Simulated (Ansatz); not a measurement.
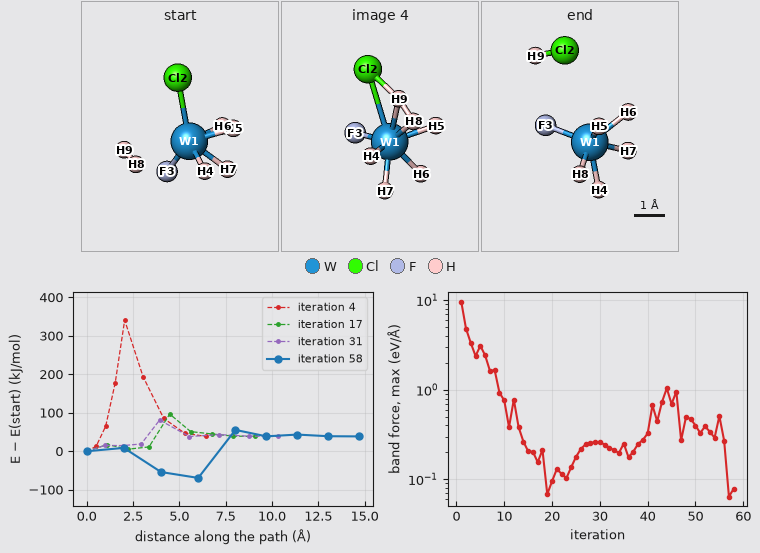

NEB run on WH6ClF, made up at the start of WH4ClF and H2. Images are numbered from 0 (start) to 8 (end). The plot follows the band through its iterations. The picture is a ball-and-stick view, seen at a tilt.

These are results of RKS r2SCAN-D4/def2-SVP in Ansatz, not measurements. Run with 7 movable images; climbing image; force threshold 0.03 eV/Å; iteration limit 58; starting path through a guess of the saddle point.

Judge this run.

Answer. The result isn't final. The band hadn't converged when the run stopped after 58 iterations. The largest component of the band force went from 9.7 to 0.079 eV/Å. The barrier read from it is provisional, though the highest image hardly moved in the last two iterations. The first iteration put the highest image at 612.7 kJ/mol. Relative to the start the highest point is image 4 at +55.5 kJ/mol and the end lies at +38.6 kJ/mol, but the profile dips to −69.3 kJ/mol at image 3 on the way, so there may be more than one step; on an unconverged band the side maxima are provisional.
